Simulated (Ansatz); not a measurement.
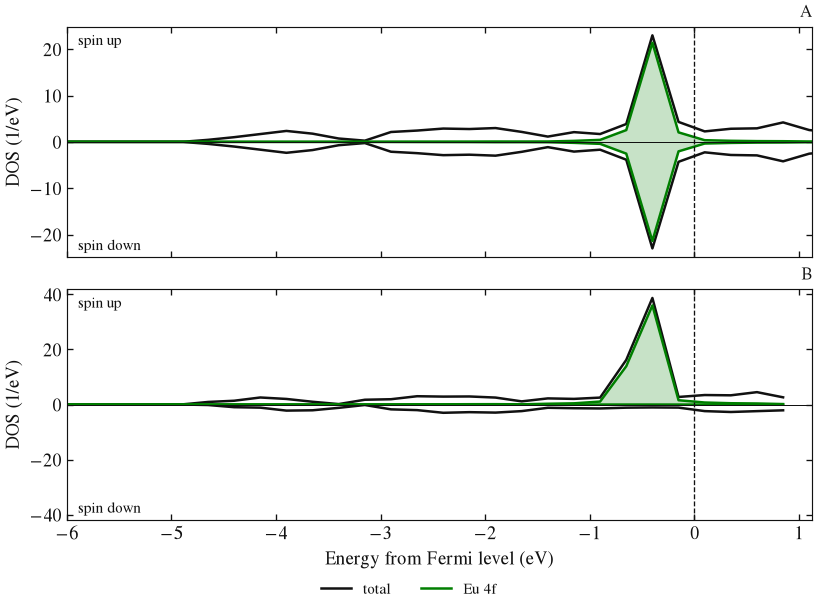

Spin-resolved densities of states of EuHfSi, space group P4/nmm (No. 129), 6 atoms in the cell, a structure borrowed from another compound, in two magnetic states on the same cell (spin down negative; each from its own Fermi level). Computed with Ansatz 0.2.0: DFT with PBE, PAW plane waves, spin-polarised, 6×6×4 k mesh.

Which panel is which state: antiferromagnetic and ferromagnetic?

A is antiferromagnetic (net moment 0.0 μB, local moments 14.4 μB in all, metal); B is ferromagnetic (net moment 14.8 μB, local moments 14.9 μB in all, metal). Unequal spin channels mark a net moment; equal ones mean that moments cancel or are absent.

Which of these states is lowest in energy?

The ferromagnetic one; the antiferromagnetic state lies 15 meV an atom higher. Other orders weren't compared here.

The structure was built from a prototype or by substitution, so it need not be a known phase. The atoms aren't at rest in this cell (largest force 3.1 eV/Å), so the relaxed material can differ. Spin-orbit coupling is left out, which matters for Hf and Eu.
